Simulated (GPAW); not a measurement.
Consider Ag (Im-3m).

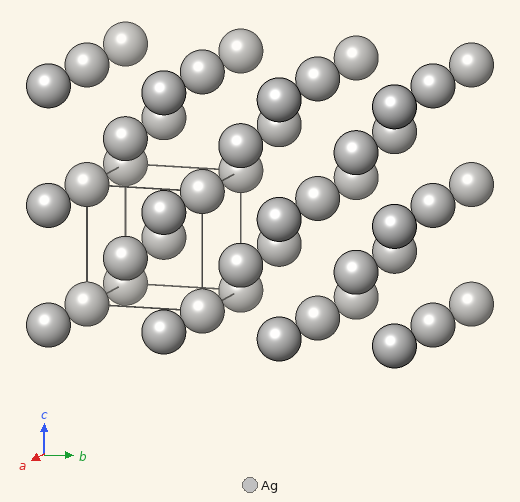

The structure (silver light grey). 2×3×2 conventional cells are drawn. Some periodic images of atoms are drawn too.

```
Ag
1.0
    -1.65565    1.65565    1.65565
     1.65565   -1.65565    1.65565
     1.65565    1.65565   -1.65565
Ag
1
Cartesian
  0.0000 0.0000 0.0000
```

Absorber: atom 1, with 8 Ag at 2.87 Å and 6 Ag at 3.31 Å (cube and octahedron, as in bcc, site symmetry m-3m). Method: GPAW, LDA, excited-electron core hole (neutral cell), 8-atom cell with 5.7 Å between holes, 6×6×6 k points, dipole transitions, Gaussian full width 2.4 eV up to 4 eV, rising linearly to 3.5 eV at 25 eV.

This is not the structure that Ag takes at ambient pressure and room temperature (fcc); it is a model or a phase of other conditions.

Predict the near-edge structure at the Ag L₃ edge.

Main maxima up to 30 eV above the zero (height): 13.2 eV (1.35), 19.8 eV (1.68) and 26.4 eV (1.44). At an L edge the dipole rule selects empty d and s states; the absorber's d shell is nominally full, so the onset shows only d character mixed into the empty bands. 

The Ag L₃ spectrum (energy from the lowest empty level; intensity scaled to a mean of 1 over the first 20 eV):

| E (eV) | intensity |
| --- | --- |
| -2.0 | 0.01 |
| -0.5 | 0.10 |
| 1.0 | 0.37 |
| 2.5 | 0.55 |
| 4.0 | 0.88 |
| 5.5 | 0.97 |
| 7.0 | 0.96 |
| 8.5 | 0.96 |
| 10.0 | 0.96 |
| 11.5 | 1.13 |
| 13.0 | 1.35 |
| 14.5 | 1.18 |
| 16.0 | 0.95 |
| 17.5 | 1.16 |
| 19.0 | 1.61 |
| 20.5 | 1.64 |
| 22.0 | 1.42 |
| 23.5 | 1.31 |
| 25.0 | 1.37 |
| 26.5 | 1.44 |
| 28.0 | 1.30 |
| 29.5 | 1.08 |
| 31.0 | 1.00 |

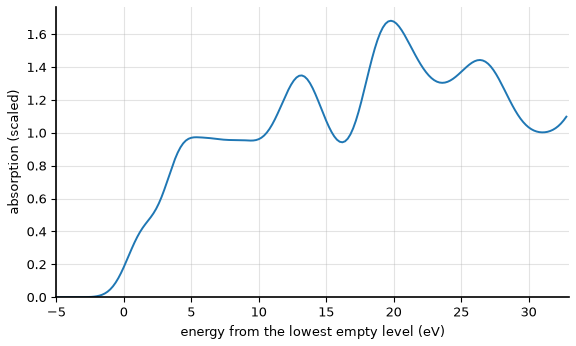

The Ag L₃ edge.

Only the L₃ part is meant: spin–orbit coupling of the core level isn't computed and the L₂ copy isn't added. The script folds with a Gaussian, whereas the core hole's own line is a Lorentzian, so the onset is too steep and the first peak too high. The holes are only 5.7 Å apart, so the shape is probably not converged with cell size; no larger cell was run here. Lifetime broadening is put in by hand, and intensities beyond about 20 eV depend on it and on the partial waves. The structure is a computed Materials Project entry and may be a hypothetical form.

[Banner, clock and machine lines of the logs are left out without a mark of their own.]

[Logs are printed without paths, hosts, clocks, repeated set-up lines and the standing remarks that a program may print on its own settings, such as how far it seeks lower states.]

[Hosts, paths, dates, database ids (printed as entryN), source tags and the programs' standing remarks are cut or masked in the printed files.]

[Lists of maxima count a maximum above −3 eV only where it reaches 4 % of the highest in the window and stands out from its surroundings by 2 % of it (1.5 % where it reaches 55 %); shoulders and weaker maxima are passed over, and of the rest the first, up to two pre-edge ones and the few strongest are named.]
